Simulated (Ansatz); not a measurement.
We consider A-type hexagonal La2O3, described by RPBE (Ansatz, a first-principles code, PAW).

Settings: plane-wave cutoff 520 eV, 12×12×6 k mesh (along the axes of the cell as run), Fermi–Dirac smearing 0.01 eV, scalar-relativistic PAW data made under PBE.

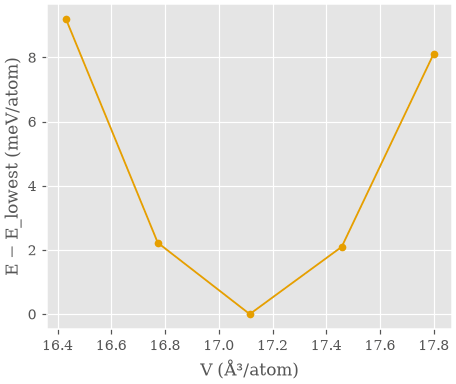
Figure. Total energy against volume

Q: From the curve, estimate the equilibrium volume and the bulk modulus.

A: V0 ≈ 17.1 Å³/atom and B0 ≈ 100 GPa; the fit gives V0 = 17.115 Å³/atom, B0 = 101 GPa, B′ = 3.9.

Shape and atoms are relaxed at each volume.

Measured, for comparison: bulk modulus 113 GPa (300 K, no zero-point or thermal correction; as tabulated in Santana et al. (2016), arXiv:1608.06321); equilibrium volume per atom 16.44 Å³/atom (room temperature, no zero-point or thermal correction, equation of state from high-pressure X-ray diffraction; as tabulated in Ibáñez et al. (2020), arXiv:2005.12956). Computed (rounded) less measured: bulk modulus -11 %, equilibrium volume per atom +4.1 %.

Note: the bulk modulus comes from volumes at which shape and atoms were relaxed.

Spin–orbit coupling is not included.

Static lattice: no zero-point or thermal effects.
